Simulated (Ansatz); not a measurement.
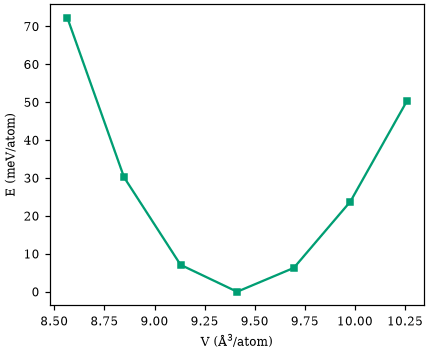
Fig. 1. CrO₂ (rutile, P4_2/mnm) under volume change, the program Ansatz at the r²SCAN level (PAW), shape and atoms relaxed at each volume.

Task: What does a third-order Birch–Murnaghan fit give for V₀, B₀ and B′?

Result: V₀ = 9.41 Å³/atom, B₀ = 251 GPa, B′ = 5.0.

Symmetry was held in the r²SCAN relaxation. The final state is ferromagnetic, chosen from 5 collinear starts compared on coarse meshes (ties went to the first, and starts can fall back to one state), not a proven ground state. Textbook magnetic order: ferromagnetic. Other orbital occupations within this spin state were not tried. No Hubbard U is applied.

Potentials: the later of the program's two PAW sets.
